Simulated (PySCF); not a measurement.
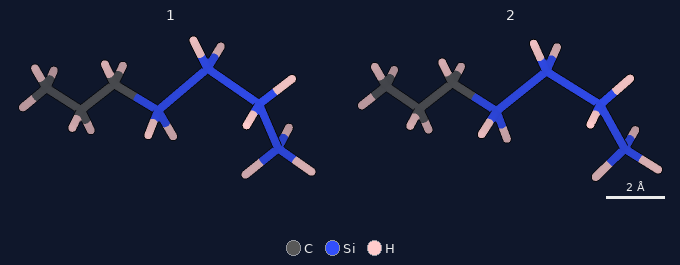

Two geometries of C3H16Si4, drawn at one scale. One is the start of a relaxation, the other its converged end. A stick model, seen at a tilt.

Theory: PySCF, PBE0-D3(BJ)/def2-SVP geometry optimisation, gas phase. 

**Which geometry has the lower energy?**

Structure 1 is the relaxed one. The start comes from GFN2-xTB. Its atoms were then displaced at random by about 0.01 Å. The largest move after the best rigid fit is that of an H atom, 0.37 Å. By element the largest moves are H 0.37 Å, Si 0.23 Å, C 0.08 Å. Near-neighbour distances that change, for instance: C–Si 1.956 → 1.890 Å, Si–Si 2.299 → 2.346 Å, H–Si 1.454 → 1.498 Å, C–H 1.061 → 1.102 Å. Among the angles between lasting bonds that change: Si–Si–Si 115.2° → 108.5°, Si–Si–H 113.0° → 107.9°, C–Si–H 105.5° → 110.5°. After 6 geometry steps the energy has fallen by 29.4 kJ/mol.
